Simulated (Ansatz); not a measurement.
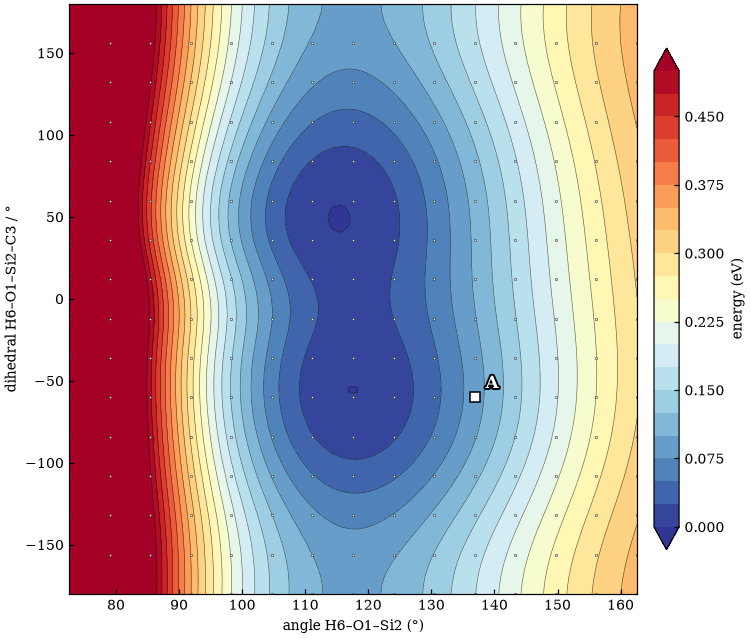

CH₄BrFOSi, SMILES O[SiH2]C(F)Br. First axis: angle H6–O1–Si2. Second axis: dihedral H6–O1–Si2–C3. Nothing is relaxed (all other coordinates rigid). The scan uses a 15 × 15 grid. All energies are given in eV relative to the lowest grid point. Computed with RKS PBE0-D4/def2-SVP in Ansatz.

Drawn: filled contours, dots at the grid points, one colour for all values above the top of the scale, the point A. Between grid points the surface is interpolated.

Which way does the force act at A, and how strong is it?

Answer. A, at angle H6–O1–Si2 = 136.9°, dihedral H6–O1–Si2–C3 = −60°, is not a stationary point. The computed force is 0.0078 eV for each degree towards smaller values of angle H6–O1–Si2 and 0.00012 eV for each degree towards larger values of dihedral H6–O1–Si2–C3.
